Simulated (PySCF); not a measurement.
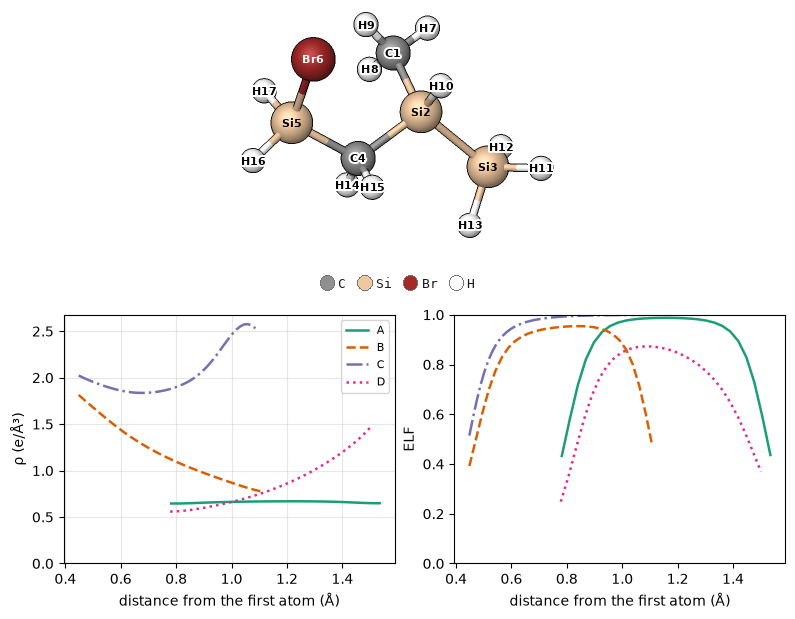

*C2H11BrSi3. Electron density and ELF along straight lines between neighbouring atoms. The curves leave out the atomic cores. The structure is drawn too.*

Geometry: GFN2-xTB.

Computed with PBE0/def2-SVPD, SCF density, gas phase in PySCF.

```yaml
atoms:
  - { symbol: C, position_ang: [-0.2528, 1.6225, 0.9241] }
  - { symbol: Si, position_ang: [-0.5837, 0.3224, -0.4292] }
  - { symbol: Si, position_ang: [-2.6692, -0.6685, -0.2400] }
  - { symbol: C, position_ang: [0.7692, -1.0392, -0.2647] }
  - { symbol: Si, position_ang: [2.5605, -0.4838, -0.0574] }
  - { symbol: Br, position_ang: [3.0332, 1.0433, -1.6031] }
  - { symbol: H, position_ang: [-1.0530, 2.3559, 0.9585] }
  - { symbol: H, position_ang: [-0.1855, 1.1692, 1.9103] }
  - { symbol: H, position_ang: [0.6725, 2.1640, 0.7449] }
  - { symbol: H, position_ang: [-0.3503, 0.9776, -1.7293] }
  - { symbol: H, position_ang: [-3.4716, -0.5130, -1.4540] }
  - { symbol: H, position_ang: [-3.4536, -0.1049, 0.8626] }
  - { symbol: H, position_ang: [-2.5794, -2.1116, 0.0150] }
  - { symbol: H, position_ang: [0.5245, -1.6765, 0.5869] }
  - { symbol: H, position_ang: [0.7002, -1.6816, -1.1448] }
  - { symbol: H, position_ang: [3.5263, -1.5488, -0.3025] }
  - { symbol: H, position_ang: [2.8059, 0.1851, 1.2129] }
```

Q: Which curve belongs to which contact (C–H, C–Si, Si–Br and Si–Si)? The first atom named is at distance zero.

A: Curve A: Si–Si (2.32 Å): the density is about 0.67 e/Å³ at the midpoint; the ELF peaks at about 1 between the atoms, as expected for localised, covalent bonding. Curve B: C–Si (1.89 Å): the density is about 0.93 e/Å³ at the midpoint; the ELF peaks at about 0.95 between the atoms, as expected for a shared electron pair. Curve C: C–H (1.09 Å): ρ at the midpoint is about 1.9 e/Å³; the ELF climbs to about 1 towards the hydrogen, as it does in any bond to H (an ordinary covalent bond to hydrogen). Curve D: Si–Br (2.22 Å): ρ at the midpoint is about 0.76 e/Å³; the ELF peaks at about 0.85 between the atoms, as expected for a shared but strongly polarised pair.
